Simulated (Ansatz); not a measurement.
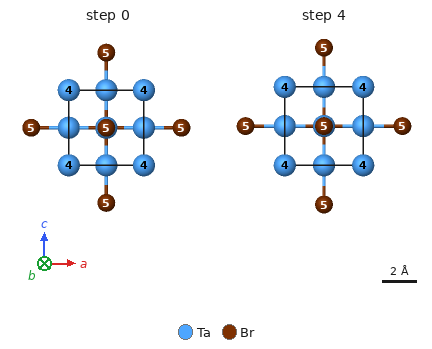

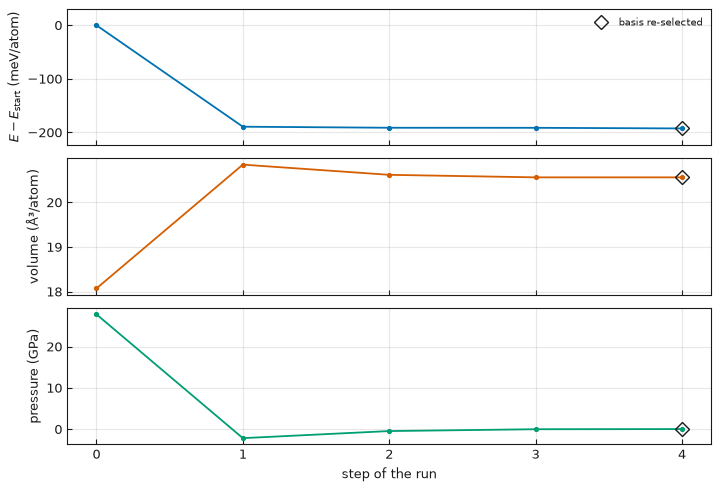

First and last geometry of a relaxation of a crystal of Ta$_{4}$Br (a generated structure, set up in Pm-3m) (coarse preliminary run), with the history of the run. The picture is a ball-and-stick view of the cell of the calculation, seen along the b axis.

The calculation used Ansatz 0.2.0, DFT PBE, scalar-relativistic, plane waves, PAW.

Input
```yaml
crystal:
  lattice:
    - [4.4873677, 0.0, 0.0]
    - [0.0, 4.4873677, 0.0]
    - [0.0, 0.0, 4.4873677]
  atoms:
    - { symbol: Ta, position: [0.0, 0.5, 0.5] }
    - { symbol: Ta, position: [0.5, 0.5, 0.0] }
    - { symbol: Ta, position: [0.5, 0.0, 0.5] }
    - { symbol: Ta, position: [0.0, 0.0, 0.0] }
    - { symbol: Br, position: [0.5, 0.5, 0.5] }
basis:
  ecutwfc: 420
kpoints:
  mp_grid: { grid: [4, 4, 4] }
hamiltonian:
  xc: pbe
scf:
  occupations: { method: gaussian, width: 0.1 }
  lower_state_search: "off"
output:
  forces: true
  stress: true
  eigenvalues: true
relax:
  adjacent_minimum: "off"
  f_tol: 0.04
  max_steps: 70
  cell: { stress_tol: 0.4 }
```

Command:
```bash
ansatz run input.yaml --threads 1 --pin off --max-ram 2560MiB --backend cpu --events-out ev --progress --plain --runs-dir out
```

Question: What do the curves and the structures tell?

Answer: It converged. Over 3 accepted moves (4 points after the start) the energy falls by 192 meV per atom. All forces vanish by symmetry, so only the cell relaxes. The pressure goes from 27.82 to 0.03 GPa. At 1 point the geometry stayed and the basis and grid were re-selected for the new cell (energy shift of 1.2 meV per atom at most each time). No atom moves by more than 0.005 Å relative to the cell. The drawn cell changes as follows: a = b = c 4.487 → 4.685 Å (+4.4 %); the volume changes by +13.8 %. Near-neighbour distances that change, for instance: Ta1–Ta2 3.173 → 3.312 Å, Ta1–Br5 2.244 → 2.342 Å. The space group stays Pm-3m (No. 221).

| step | E − E(0), meV/atom | pressure, GPa | volume, Å³/atom | note |
| --- | --- | --- | --- | --- |
| 0 | 0.00 | 27.82 | 18.072 |  |
| 1 | -189.24 | -2.16 | 20.846 |  |
| 2 | -191.19 | -0.45 | 20.618 |  |
| 3 | -191.29 | -0.01 | 20.561 |  |
| 4 | -192.47 | 0.03 | 20.561 | same geometry, new basis |
